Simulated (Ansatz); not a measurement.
Molecular dynamics, with input and output: C$_{3}$H$_{5}$F$_{3}$

The run: molecular dynamics of C$_{3}$H$_{5}$F$_{3}$. Method and program: RKS PBE-d3bj/6-31G* (Ansatz 0.2.0).

The geometry comes from this level: PBE0-D4/def2-TZVP. Figures and captions count atoms from 1; the log counts them from 0 in places.

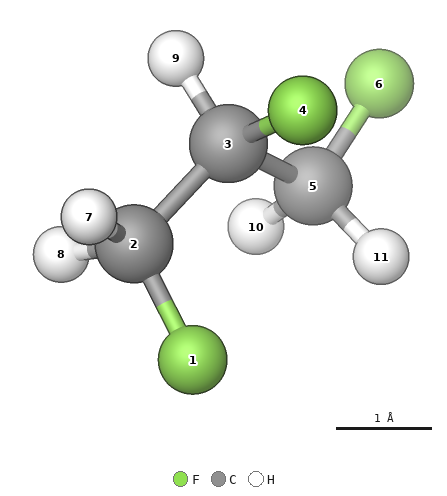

*The structure as given in the input (ball-and-stick view, seen at a tilt; atoms are numbered from 1 in the order of the input).*

Bond lengths as drawn: C–C 1.51 Å, C–F 1.38 Å and C–H 1.09 to 1.10 Å.

**Input file**
```yaml
crystal:
  periodic: [false, false, false]
  atoms:
    - {symbol: F, position_ang: [-0.589322, 1.408867, 1.227898]}
    - {symbol: C, position_ang: [0.589571, 0.912117, 0.711799]}
    - {symbol: C, position_ang: [0.382487, -0.449056, 0.102497]}
    - {symbol: F, position_ang: [0.217100, -1.387839, 1.102997]}
    - {symbol: C, position_ang: [-0.804446, -0.497448, -0.823546]}
    - {symbol: F, position_ang: [-0.789378, -1.669946, -1.544895]}
    - {symbol: H, position_ang: [1.318833, 0.845990, 1.523080]}
    - {symbol: H, position_ang: [0.951403, 1.611048, -0.049042]}
    - {symbol: H, position_ang: [1.288577, -0.720218, -0.453728]}
    - {symbol: H, position_ang: [-0.766773, 0.341030, -1.526253]}
    - {symbol: H, position_ang: [-1.732652, -0.451546, -0.250306]}
basis:
  gaussian: {orbitals: "6-31G*"}
hamiltonian: {xc: {name: PBE}, dispersion: d3bj}
md: {timestep: 2 fs, n_steps: 30, ensemble: nve, temperature: 1500, initial_velocities: maxwell_boltzmann, seed: 204}
```

Launch command:
```bash
ansatz run in.yaml --threads 4 --pin off --events-out ev --progress --plain --max-ram 10444MiB
```

**What the program printed**
```
Functional definition: PBE
  name "PBE"
  cite "Perdew, Burke & Ernzerhof, Phys. Rev. Lett. 77, 3865 (1996) doi:10.1103/PhysRevLett.77.3865"
  parent pbe
  parameter kappa = 0.804
  parameter beta = 0.06672455060314922
  exchange = pbe_x(kappa = kappa, mu = beta*pi^2/3)
  correlation = pbe_c(beta = beta)
1101 factors; their error is unknown
mean field evaluation 1: about -11326.4531 eV, gradient 4.2e1 eV
mean field evaluation 2: about -11325.3333 eV, gradient 4.8e1 eV
mean field evaluation 4: about -11330.2655 eV, gradient 1.5e0 eV
mean field evaluation 8: about -11330.1712 eV, gradient 6.0e-2 eV
mean field evaluation 16: about -11330.1712 eV, gradient 2.0e-5 eV
mean field -11330.17123151 eV, -416.3761128920 hartree, gradient 2.0e-5 eV, S^2 0.000000; 0 other end points of the search recorded, 0 dependent functions left out
the calculation of the forces begins
reference -11330.17124923 eV, -416.3761135433 hartree; 25, 25 occupied and 75, 75 virtual orbitals, 1101 factors
md step     0: t =     0.00 fs  T =  1500.0 K  F+E_penalty+E_count = -11330.35452245 eV  E_kin = 1.745010 eV  conserved = -11328.60951246 eV  (27 SCF iters)
these checks for a lower state are left out or cut short: starts, cluster_reference, orbital_swaps, neighbouring_geometries, increment
1101 factors; their error is unknown
mean field -11329.49425594 eV, -416.3512344988 hartree, gradient 9.5e-6 eV, S^2 0.000000; 0 other end points of the search recorded, 0 dependent functions left out
the calculation of the forces begins
reference -11329.49427350 eV, -416.3512351441 hartree; 25, 25 occupied and 75, 75 virtual orbitals, 1101 factors
md step     1: t =     2.00 fs  T =  1103.6 K  F+E_penalty+E_count = -11329.67871810 eV  E_kin = 1.283877 eV  conserved = -11328.39484113 eV  (29 SCF iters, 5 dispersion substeps)
[... from here on the SCF iterations and repeated set-up lines of each step are left out, up to the last step ...]
md step     2: t =     4.00 fs  T =   955.3 K  F+E_penalty+E_count = -11329.65629904 eV  E_kin = 1.111376 eV  conserved = -11328.54492354 eV  (28 SCF iters, 5 dispersion substeps)
md step     3: t =     6.00 fs  T =   533.1 K  F+E_penalty+E_count = -11329.06994999 eV  E_kin = 0.620125 eV  conserved = -11328.44982520 eV  (30 SCF iters, 5 dispersion substeps)
md step     4: t =     8.00 fs  T =   494.0 K  F+E_penalty+E_count = -11329.01934615 eV  E_kin = 0.574708 eV  conserved = -11328.44463834 eV  (29 SCF iters, 5 dispersion substeps)
md step     5: t =    10.00 fs  T =   898.2 K  F+E_penalty+E_count = -11329.58333259 eV  E_kin = 1.044889 eV  conserved = -11328.53844326 eV  (29 SCF iters, 5 dispersion substeps)
md step     6: t =    12.00 fs  T =   883.9 K  F+E_penalty+E_count = -11329.50815581 eV  E_kin = 1.028224 eV  conserved = -11328.47993195 eV  (29 SCF iters, 5 dispersion substeps)
md step     7: t =    14.00 fs  T =   935.9 K  F+E_penalty+E_count = -11329.65848374 eV  E_kin = 1.088749 eV  conserved = -11328.56973453 eV  (29 SCF iters, 5 dispersion substeps)
md step     8: t =    16.00 fs  T =   798.5 K  F+E_penalty+E_count = -11329.44595198 eV  E_kin = 0.928967 eV  conserved = -11328.51698545 eV  (30 SCF iters, 5 dispersion substeps)
md step     9: t =    18.00 fs  T =   517.7 K  F+E_penalty+E_count = -11329.06758362 eV  E_kin = 0.602228 eV  conserved = -11328.46535607 eV  (32 SCF iters, 5 dispersion substeps)
md step    10: t =    20.00 fs  T =   663.6 K  F+E_penalty+E_count = -11329.29768725 eV  E_kin = 0.771983 eV  conserved = -11328.52570430 eV  (31 SCF iters, 5 dispersion substeps)
md step    11: t =    22.00 fs  T =   617.5 K  F+E_penalty+E_count = -11329.26950083 eV  E_kin = 0.718386 eV  conserved = -11328.55111481 eV  (29 SCF iters, 5 dispersion substeps)
md step    12: t =    24.00 fs  T =   547.6 K  F+E_penalty+E_count = -11329.11225346 eV  E_kin = 0.637007 eV  conserved = -11328.47524623 eV  (30 SCF iters, 5 dispersion substeps)
md step    13: t =    26.00 fs  T =   675.1 K  F+E_penalty+E_count = -11329.30168064 eV  E_kin = 0.785333 eV  conserved = -11328.51634766 eV  (30 SCF iters, 5 dispersion substeps)
md step    14: t =    28.00 fs  T =   453.2 K  F+E_penalty+E_count = -11328.96898370 eV  E_kin = 0.527205 eV  conserved = -11328.44177866 eV  (30 SCF iters, 5 dispersion substeps)
md step    15: t =    30.00 fs  T =   607.9 K  F+E_penalty+E_count = -11329.17422278 eV  E_kin = 0.707247 eV  conserved = -11328.46697572 eV  (29 SCF iters, 5 dispersion substeps)
md step    16: t =    32.00 fs  T =   853.1 K  F+E_penalty+E_count = -11329.53957224 eV  E_kin = 0.992480 eV  conserved = -11328.54709265 eV  (29 SCF iters, 5 dispersion substeps)
md step    17: t =    34.00 fs  T =   673.6 K  F+E_penalty+E_count = -11329.15501666 eV  E_kin = 0.783660 eV  conserved = -11328.37135641 eV  (29 SCF iters, 5 dispersion substeps)
md step    18: t =    36.00 fs  T =   916.1 K  F+E_penalty+E_count = -11329.63541845 eV  E_kin = 1.065681 eV  conserved = -11328.56973717 eV  (47 SCF iters, 5 dispersion substeps)
md step    19: t =    38.00 fs  T =   758.6 K  F+E_penalty+E_count = -11329.35772300 eV  E_kin = 0.882503 eV  conserved = -11328.47522036 eV  (29 SCF iters, 5 dispersion substeps)
md step    20: t =    40.00 fs  T =   747.8 K  F+E_penalty+E_count = -11329.33512914 eV  E_kin = 0.869929 eV  conserved = -11328.46520054 eV  (29 SCF iters, 5 dispersion substeps)
md step    21: t =    42.00 fs  T =  1023.7 K  F+E_penalty+E_count = -11329.73268101 eV  E_kin = 1.190925 eV  conserved = -11328.54175605 eV  (29 SCF iters, 5 dispersion substeps)
md step    22: t =    44.00 fs  T =   869.8 K  F+E_penalty+E_count = -11329.52061720 eV  E_kin = 1.011922 eV  conserved = -11328.50869553 eV  (29 SCF iters, 5 dispersion substeps)
md step    23: t =    46.00 fs  T =   868.3 K  F+E_penalty+E_count = -11329.54293860 eV  E_kin = 1.010177 eV  conserved = -11328.53276120 eV  (29 SCF iters, 5 dispersion substeps)
md step    24: t =    48.00 fs  T =   890.4 K  F+E_penalty+E_count = -11329.54964207 eV  E_kin = 1.035854 eV  conserved = -11328.51378828 eV  (29 SCF iters, 5 dispersion substeps)
md step    25: t =    50.00 fs  T =   663.5 K  F+E_penalty+E_count = -11329.21829074 eV  E_kin = 0.771837 eV  conserved = -11328.44645324 eV  (30 SCF iters, 5 dispersion substeps)
md step    26: t =    52.00 fs  T =   894.3 K  F+E_penalty+E_count = -11329.53910793 eV  E_kin = 1.040371 eV  conserved = -11328.49873670 eV  (30 SCF iters, 5 dispersion substeps)
md step    27: t =    54.00 fs  T =  1033.3 K  F+E_penalty+E_count = -11329.75654357 eV  E_kin = 1.202038 eV  conserved = -11328.55450595 eV  (30 SCF iters, 5 dispersion substeps)
md step    28: t =    56.00 fs  T =   933.9 K  F+E_penalty+E_count = -11329.50168020 eV  E_kin = 1.086459 eV  conserved = -11328.41522126 eV  (28 SCF iters, 5 dispersion substeps)
md step    29: t =    58.00 fs  T =  1021.1 K  F+E_penalty+E_count = -11329.71158163 eV  E_kin = 1.187862 eV  conserved = -11328.52372002 eV  (29 SCF iters, 5 dispersion substeps)
these checks for a lower state are left out or cut short: starts, cluster_reference, orbital_swaps, neighbouring_geometries, increment
1101 factors; their error is unknown
mean field -11328.94785289 eV, -416.3311545571 hartree, gradient 1.5e-5 eV, S^2 0.000000; 0 other end points of the search recorded, 0 dependent functions left out
the calculation of the forces begins
reference -11328.94787139 eV, -416.3311552371 hartree; 25, 25 occupied and 75, 75 virtual orbitals, 1101 factors
1101 factors; their error is unknown
mean field evaluation 256: about -11328.9479 eV, gradient 3.1e-4 eV
mean field -11328.94785289 eV, -416.3311545571 hartree, gradient 1.5e-5 eV, S^2 0.000000; 1 other end points of the search recorded, 0 dependent functions left out
the calculation of the forces begins
reference -11328.94787139 eV, -416.3311552371 hartree; 25, 25 occupied and 75, 75 virtual orbitals, 1101 factors
md step    30: t =    60.00 fs  T =   602.9 K  F+E_penalty+E_count = -11329.13028802 eV  E_kin = 0.701378 eV  conserved = -11328.42890987 eV  (48 SCF iters, 5 dispersion substeps)
```

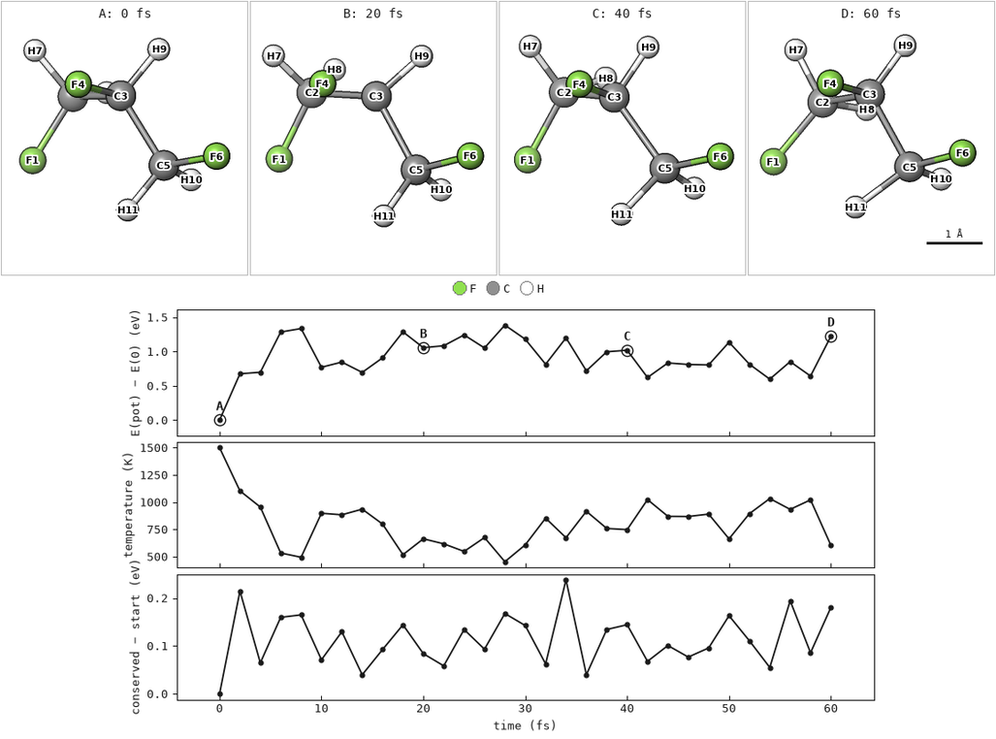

*Frames of the molecular dynamics (ball-and-stick, seen at a tilt) above the curves, on which the letters mark them.*

The trajectory kept here has 31 frames over 60 fs. The temperature starts at 1500 K, ranges from 453 to 1500 K and averages 835 K over the second half. The potential energy ends 1.224 eV above its first value. The conserved quantity stays within 0.24 eV. After an unweighted best fit of the last frame on the first, the root-mean-square displacement is 0.18 Å.

```
Total energy: -11329.13030652 eV, -416.3378596045 hartree
Atom 0 at    -0.581122     1.593144     1.304885 Å, force     0.745813    -1.242292    -0.383630 eV/Å
Atom 1 at     0.510235     0.970797     0.643477 Å, force     0.026037     0.188934    -1.827579 eV/Å
Atom 2 at     0.387047    -0.564353     0.099646 Å, force    -0.613898     2.904990     0.543123 eV/Å
Atom 3 at     0.198629    -1.568811     1.052486 Å, force     0.175241     0.722319    -0.137101 eV/Å
Atom 4 at    -0.826842    -0.505257    -0.802381 Å, force     0.270264     1.058070     1.619097 eV/Å
Atom 5 at    -0.714999    -1.642912    -1.528463 Å, force    -1.486546    -1.726941    -0.806070 eV/Å
Atom 6 at     1.393567     0.931251     1.262543 Å, force     0.517546     0.657307     0.831983 eV/Å
Atom 7 at     0.698631     1.660831    -0.319111 Å, force    -0.024311    -1.524262     1.748430 eV/Å
Atom 8 at     1.356577    -0.741001    -0.419276 Å, force    -0.337105    -0.034061    -0.017773 eV/Å
Atom 9 at    -0.733407     0.330665    -1.579121 Å, force    -0.584710    -0.356848     1.294243 eV/Å
Atom 10 at    -1.706400    -0.359586     0.085888 Å, force     1.311668    -0.647216    -2.864724 eV/Å
Dipole moment:     0.271541     0.270152    -0.191036 e Å
```

**Trajectory as extended XYZ (Å, eV, eV/Å), 9 of the 31 frames kept, from step=0 to step=30**
```
11
Properties=species:S:1:pos:R:3:forces:R:3 step=0 time_fs=0.0 energy=-11330.35452 temperature=1500.0
F    -0.5893    1.4089    1.2279   -0.6293   0.1880   0.2256
C     0.5896    0.9121    0.7118    0.0935   0.0471  -0.0117
C     0.3825   -0.4491    0.1025    0.0938   0.1204  -0.0577
F     0.2171   -1.3878    1.1030   -0.1300  -0.4688   0.5027
C    -0.8044   -0.4974   -0.8235   -0.0147   0.0477  -0.0858
F    -0.7894   -1.6699   -1.5449    0.0278  -0.5926  -0.3125
H     1.3188    0.8460    1.5231    0.3511  -0.0488   0.2478
H     0.9514    1.6110   -0.0490    0.2248   0.2317  -0.2940
H     1.2886   -0.7202   -0.4537    0.2990  -0.0433  -0.2840
H    -0.7668    0.3410   -1.5263   -0.0219   0.3876  -0.2064
H    -1.7327   -0.4515   -0.2503   -0.2942   0.1309   0.2759
11
Properties=species:S:1:pos:R:3:forces:R:3 step=4 time_fs=8.0 energy=-11329.01935 temperature=494.0
F    -0.5839    1.4314    1.2402    0.4216  -0.3561  -0.0498
C     0.6019    0.7862    0.7541   -0.1957   6.3604   0.5622
C     0.3212   -0.4289    0.0968    2.4097   0.1028  -3.2625
F     0.2477   -1.2730    1.0845   -0.8899  -4.4214   3.0622
C    -0.8143   -0.5560   -0.8295   -2.8350   3.1091  -0.0028
F    -0.7899   -1.7048   -1.5849   -0.3863  -0.2874   0.6737
H     1.2214    0.5427    1.6041    0.4542  -0.0998   0.6632
H     1.1738    1.6197    0.1811   -0.8047  -1.2610   0.2537
H     1.3170   -0.5328   -0.4008   -0.1223  -0.8298  -0.6617
H    -0.8399    0.3220   -1.5804    0.1343  -0.8653   0.9905
H    -1.7842   -0.3001   -0.0540    1.8142  -1.4514  -2.2287
11
Properties=species:S:1:pos:R:3:forces:R:3 step=8 time_fs=16.0 energy=-11329.44595 temperature=798.5
F    -0.5694    1.4467    1.2511   -0.0393   0.3302  -0.0256
C     0.6051    0.8648    0.8625    1.6132  -0.1750  -2.8829
C     0.3671   -0.4045   -0.0226    0.0612  -0.5681   2.4778
F     0.2528   -1.2774    1.1399   -0.2564  -1.3911  -1.2745
C    -0.8655   -0.5341   -0.8592   -1.9222  -0.9480  -0.2108
F    -0.8004   -1.7480   -1.6083    0.4651   0.7656   0.0494
H     1.1212    0.3507    1.6908    0.1857   0.9818   0.2268
H     1.3151    1.5314    0.2245   -1.0925  -0.0352   1.2790
H     1.2484   -0.7303   -0.6512   -0.4098   0.3780   0.6031
H    -0.8653    0.3520   -1.5657   -0.5083  -0.6575   0.4174
H    -1.8747   -0.7310   -0.2725    1.9033   1.3192  -0.6595
11
Properties=species:S:1:pos:R:3:forces:R:3 step=11 time_fs=22.0 energy=-11329.26950 temperature=617.5
F    -0.5583    1.4631    1.2580   -1.0158   0.3313  -0.1824
C     0.6330    0.9218    0.8853    0.1272  -2.6815  -0.0783
C     0.4064   -0.3990   -0.0467   -2.3298  -0.3090   3.2402
F     0.2492   -1.3175    1.1648    0.1180   0.2561  -2.3478
C    -0.9204   -0.5452   -0.9027    2.8707  -0.8563  -0.1631
F    -0.8019   -1.7671   -1.6224    0.4071   0.8093  -0.1710
H     1.1126    0.5326    1.8289   -0.0252   0.1005  -0.8902
H     1.2519    1.6640    0.4646    0.9677   1.3422  -1.0506
H     1.1470   -0.8280   -0.7293    0.8445   0.3311   0.3704
H    -1.0284    0.3152   -1.5528    0.0285   0.4007  -0.7307
H    -1.7975   -0.7186   -0.3851   -1.9931   0.2757   2.0036
11
Properties=species:S:1:pos:R:3:forces:R:3 step=15 time_fs=30.0 energy=-11329.17422 temperature=607.9
F    -0.5672    1.4901    1.2623    0.1026  -0.3636  -0.0662
C     0.6898    0.9509    0.8726   -1.8938   0.7510  -0.9732
C     0.3817   -0.4088    0.0422    0.0240   0.2546   0.5227
F     0.2463   -1.3630    1.1347   -0.2125   0.7797  -1.4980
C    -0.9398   -0.5842   -0.9365   -0.8310   1.7721   2.5882
F    -0.7962   -1.7689   -1.6407   -0.2740   0.3490   0.6862
H     1.2006    0.6973    1.7859    0.4904  -0.8116   0.6021
H     1.2260    1.8833    0.5135   -0.0896  -1.2918  -0.9079
H     1.2699   -0.7307   -0.5430   -0.1331   0.1214   0.1249
H    -1.1737    0.2503   -1.7000    0.8180  -0.7789   1.0859
H    -1.8726   -0.5166   -0.1053    1.9990  -0.7819  -2.1648
11
Properties=species:S:1:pos:R:3:forces:R:3 step=19 time_fs=38.0 energy=-11329.35772 temperature=758.6
F    -0.5727    1.5100    1.2643    1.2419   0.2822   0.1652
C     0.6698    0.9682    0.8481   -1.6163  -0.4429  -2.7758
C     0.3523   -0.4007    0.1556    0.8801   0.8633  -2.4070
F     0.2356   -1.3910    1.0628   -0.5456  -1.0524   1.4143
C    -0.9004   -0.5852   -0.8877   -0.5036   0.5768   1.9080
F    -0.7970   -1.7596   -1.6388    0.2405   0.2608   0.7641
H     1.3264    0.6361    1.6512    0.1970   0.6009   0.7316
H     1.2366    1.6417    0.0358   -1.2140  -0.8987   1.7869
H     1.3592   -0.5617   -0.3170   -0.5433  -0.3016  -0.6685
H    -0.9776    0.2349   -1.6742   -0.1311  -0.3425   1.2489
H    -1.8561   -0.6801   -0.1022    1.9943   0.4540  -2.1676
11
Properties=species:S:1:pos:R:3:forces:R:3 step=22 time_fs=44.0 energy=-11329.52062 temperature=869.8
F    -0.5548    1.5294    1.2682   -0.1032   0.4960   0.0320
C     0.5955    0.9431    0.7875   -0.2448  -1.4764   2.6319
C     0.3532   -0.3730    0.1764   -0.4771  -2.6063  -1.9355
F     0.2173   -1.4279    1.0305    0.1384  -0.8799   1.6353
C    -0.8337   -0.5764   -0.8151    2.8869   0.1546  -1.3354
F    -0.7937   -1.7481   -1.6215    1.0658   0.7525   0.3950
H     1.3750    0.8145    1.6214   -0.8484   0.2605  -0.8121
H     1.0342    1.3969   -0.0335    0.9258   2.5375  -1.7015
H     1.2851   -0.5507   -0.4006    0.0947  -0.1742  -0.2035
H    -0.8594    0.3063   -1.4225   -0.2649   0.7706  -1.1031
H    -1.7204   -0.7206   -0.3536   -3.1731   0.1652   2.3969
11
Properties=species:S:1:pos:R:3:forces:R:3 step=26 time_fs=52.0 energy=-11329.53911 temperature=894.3
F    -0.5409    1.5658    1.2776   -2.1630  -0.2397   0.7126
C     0.5094    0.9165    0.7200    1.7272   2.3244  -0.8531
C     0.3504   -0.4435    0.1273    1.1809  -1.0855   1.0240
F     0.1984   -1.4990    1.0306    0.6901   0.0526   0.6404
C    -0.7533   -0.5467   -0.7550   -5.9910   0.8735  -2.3607
F    -0.7606   -1.7079   -1.5836    0.5686   1.1168   0.7293
H     1.3093    1.0728    1.4444    0.6999  -0.9183   0.2673
H     0.7977    1.6201   -0.1171    0.2013  -0.8006  -0.0190
H     1.2187   -0.6107   -0.5408    0.5473  -0.1335   0.4675
H    -0.7938    0.4186   -1.3799    0.0754  -1.2151   0.0963
H    -1.8454   -0.5544   -0.2168    2.4633   0.0253  -0.7045
11
Properties=species:S:1:pos:R:3:forces:R:3 step=30 time_fs=60.0 energy=-11329.13029 temperature=602.9
F    -0.5811    1.5931    1.3049    0.7458  -1.2423  -0.3836
C     0.5102    0.9708    0.6435    0.0260   0.1889  -1.8276
C     0.3870   -0.5644    0.0996   -0.6139   2.9050   0.5431
F     0.1986   -1.5688    1.0525    0.1752   0.7223  -0.1371
C    -0.8268   -0.5053   -0.8024    0.2703   1.0581   1.6191
F    -0.7150   -1.6429   -1.5285   -1.4865  -1.7269  -0.8061
H     1.3936    0.9313    1.2625    0.5175   0.6573   0.8320
H     0.6986    1.6608   -0.3191   -0.0243  -1.5243   1.7484
H     1.3566   -0.7410   -0.4193   -0.3371  -0.0341  -0.0178
H    -0.7334    0.3307   -1.5791   -0.5847  -0.3568   1.2942
H    -1.7064   -0.3596    0.0859    1.3117  -0.6472  -2.8647
```

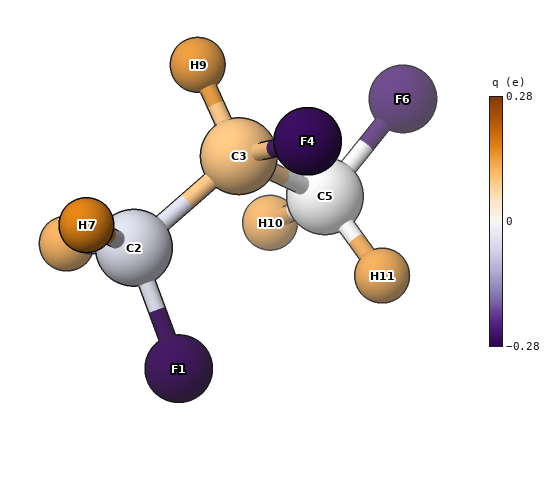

*Mulliken charges, as the colour of each atom (ball-and-stick view, seen at a tilt; atoms are numbered from 1 in the order of the input).*

By element: F −0.27 to −0.25, C −0.05 to +0.10 and H +0.13 to +0.17 e.

**Key numbers**

```json
{"quantity": "outcome", "value": "finished"}
{"quantity": "mean temperature over the second half", "value": "835 K"}
{"quantity": "trajectory", "value": "30 steps, 60 fs"}
{"quantity": "ensemble", "value": "nve"}
{"quantity": "temperature in the input", "value": "1500 K"}
{"quantity": "time step", "value": "2 fs"}
{"quantity": "potential energy (last step)", "value": "−11329.1303 eV"}
{"quantity": "mean-field energy (last step)", "value": "−11328.9479 eV"}
{"quantity": "dispersion energy (last step)", "value": "−0.1824 eV"}
{"quantity": "SCF solution under orbital rotations (last step)", "value": "stable"}
{"quantity": "largest force (length of the vector) (last step)", "value": "3.217 eV/Å"}
{"quantity": "dipole moment (last step)", "value": "2.06 D"}
{"quantity": "hardware", "value": "4 threads of Arm Neoverse V2, 23 GiB of memory available, shared host"}
{"quantity": "wall time", "value": "28 s (CPU time 1.7 min)"}
{"quantity": "peak memory", "value": "0.19 GiB"}
```

**Remarks**

So short a trajectory is not equilibrated.
